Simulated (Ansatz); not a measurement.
**C$_{2}$H$_{10}$N$_{2}$Si$_{3}$: density, localisation and related maps**

```yaml
atoms:
  - { symbol: C, position_ang: [1.1583, -1.2543, -1.1825] }
  - { symbol: C, position_ang: [-1.4234, -0.9554, 1.8216] }
  - { symbol: N, position_ang: [0.1804, 1.0738, 0.4491] }
  - { symbol: N, position_ang: [-1.8284, -2.0366, 1.7086] }
  - { symbol: Si, position_ang: [1.5849, 0.0589, 0.0753] }
  - { symbol: Si, position_ang: [-0.4429, 2.1907, -0.7583] }
  - { symbol: Si, position_ang: [-0.7011, 0.7680, 1.9075] }
  - { symbol: H, position_ang: [2.0317, -1.8899, -1.3972] }
  - { symbol: H, position_ang: [0.8271, -0.8014, -2.1302] }
  - { symbol: H, position_ang: [0.3474, -1.8946, -0.8019] }
  - { symbol: H, position_ang: [2.6905, 0.9338, -0.4191] }
  - { symbol: H, position_ang: [1.9876, -0.5640, 1.3744] }
  - { symbol: H, position_ang: [-0.6948, 3.5313, -0.1502] }
  - { symbol: H, position_ang: [-1.7198, 1.7036, -1.3641] }
  - { symbol: H, position_ang: [0.5913, 2.3043, -1.8293] }
  - { symbol: H, position_ang: [-1.8471, 1.7110, 2.0198] }
  - { symbol: H, position_ang: [0.1486, 0.7909, 3.1272] }
```

Geometry: PBE0-D3(BJ)/def2-SVP.

All numbers below come from isolated molecule in a Gaussian basis; Kohn-Sham density functional theory, functional PBE0 (Ansatz).

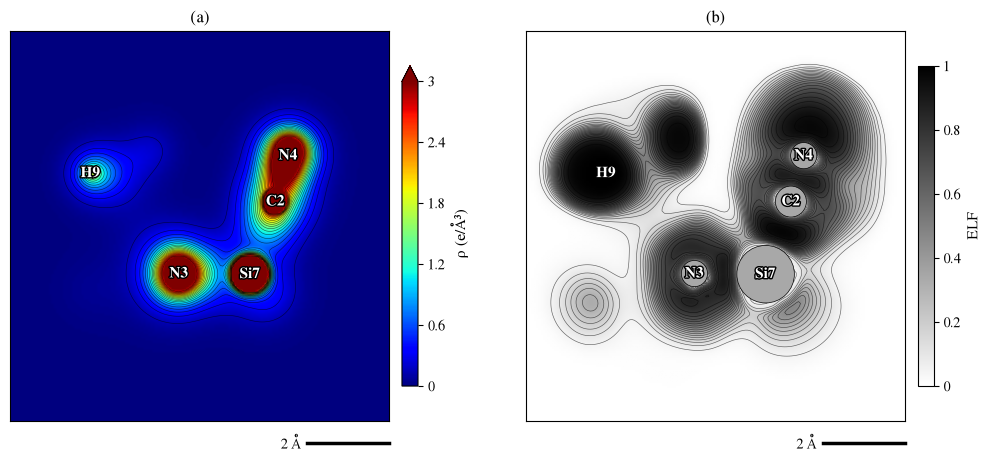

Figure 1. (a) electron density; (b) electron localisation function on the plane of atoms C2, Si7 and N3. Grey discs cover the atomic cores in the ELF map.

> What do the fields say about this system?

The plane passes through C, N, Si and H nuclei. C–N (1.16 Å): the density is about 3.6 e/Å³ at the midpoint; the ELF peaks at about 0.85 between the atoms: a short, multiple covalent bond. Si–N (1.73 Å): ρ is about 1.1 e/Å³ halfway; the ELF peaks at about 0.90 between the atoms (a polar covalent bond). C–Si (1.87 Å): the density is about 0.89 e/Å³ at the midpoint; the ELF peaks at about 1 between the atoms; a covalent bond. The ELF also peaks beside N3 and N4, away from the bonds: lone-pair regions.

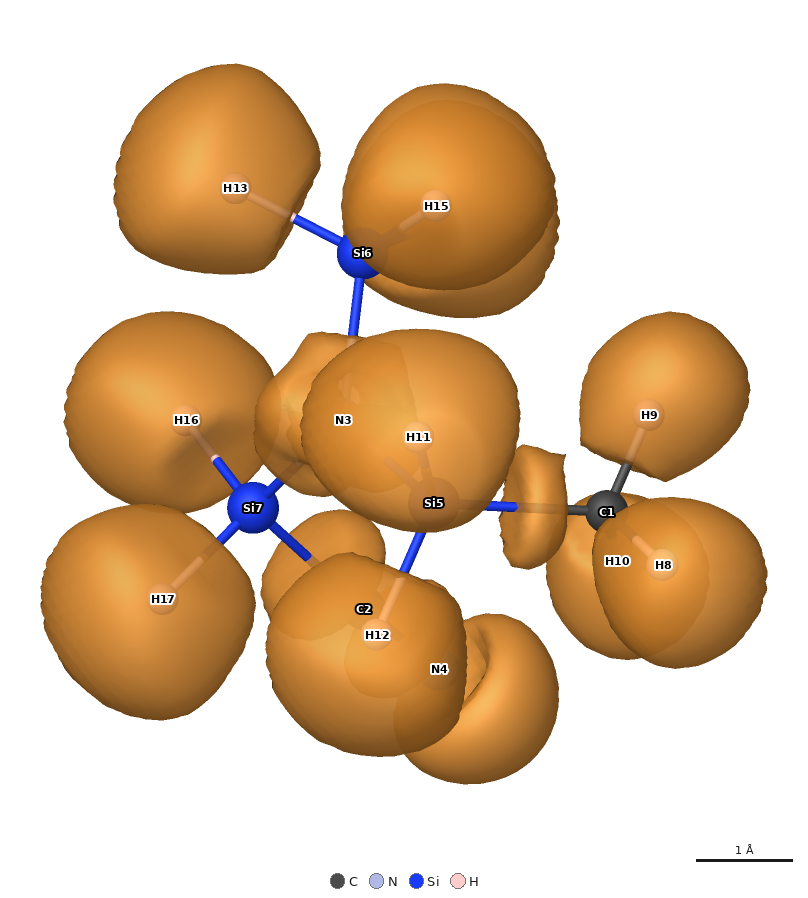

Figure 2. Isosurface of the electron localisation function at 0.8 (orange), seen at an oblique angle. Core shells and regions of very low density are left out.

> Where are the electrons localised?

At this value the surface marks out one region between bonded C–N atoms (shared pairs), two regions between bonded C–Si atoms (shared pairs), ten regions around hydrogen nuclei, one region on N in which the atom's valence shell and bonds are merged and one lobe on N, pointing away from the bonds (lone pairs).

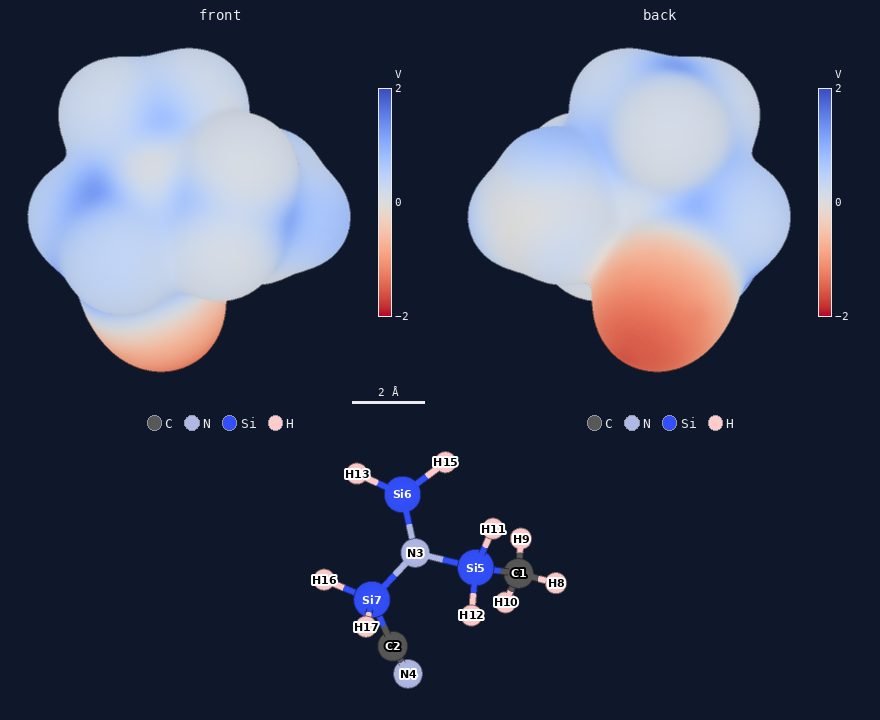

Figure 3. The electrostatic potential painted on the density surface at 0.001 e/bohr³, seen from the front and from behind; the colour scale runs from red (negative) to blue (positive). The bare structure is drawn below in the same view.

> Where is the surface potential most negative and most positive?

The most negative region (about −1.5 V, or −35 kcal/mol for a unit charge) lies over N4, the most positive (about +1.1 V, or +25 kcal/mol for a unit charge) over Si7. N4 is the likeliest acceptor of a hydrogen bond.

> How polar is the molecule by this calculation?

Its dipole moment is 3.14 D.

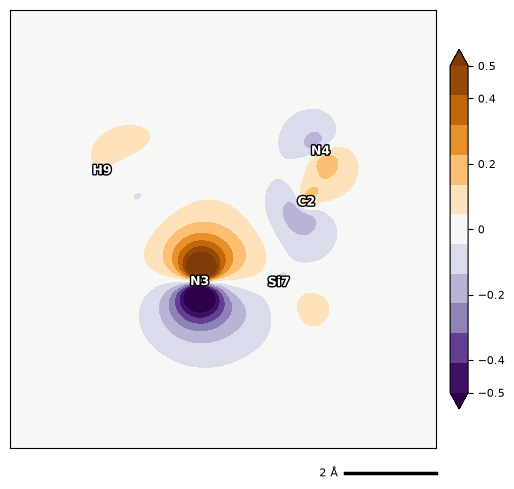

Figure 4. One frontier orbital on the plane of atoms C2, Si7 and N3 (values in Å⁻³ᐟ²; the overall sign is arbitrary).

> Which orbital is it: HOMO or LUMO?

The HOMO, at −7.99 eV. It lies mainly on N3 (about 40 %), Si6 (about 10 %), Si5 (about 10 %), C1 (about 10 %) and H14 (about 5 %).
